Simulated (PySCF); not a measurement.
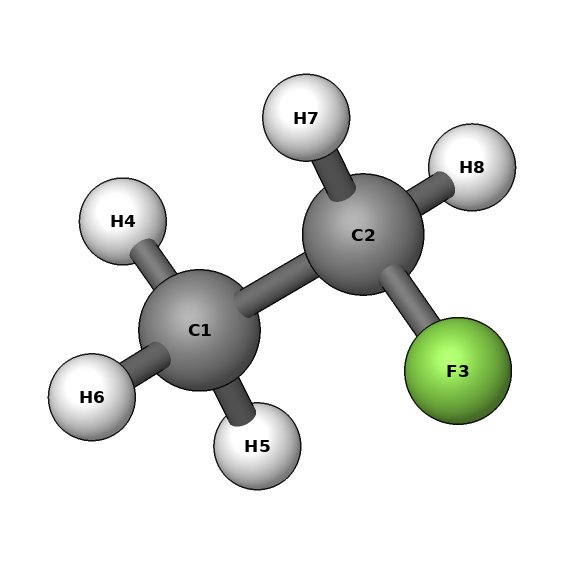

Every bond is drawn as one stick. The computed structure is the end point of a PBE0-D3(BJ)/def2-SVP optimisation. No frequency run is at hand to confirm it as a minimum. Method: PBE0/6-31G (PySCF 2.14.0).

Question. Which bond has the lowest Mayer bond order?

Answer. C2–F3, 0.83, at 1.374 Å.

List the Mayer bond orders of C1–C2, C1–H4, C1–H5, C2–F3, C2–H7 (one bond of each equivalent set).

| bond | Mayer order | length (Å) |
| --- | --- | --- |
| C1–C2 | 0.95 | 1.506 |
| C1–H4 | 0.93 | 1.100 |
| C1–H5 | 0.94 | 1.100 |
| C2–F3 | 0.83 | 1.374 |
| C2–H7 | 0.92 | 1.104 |
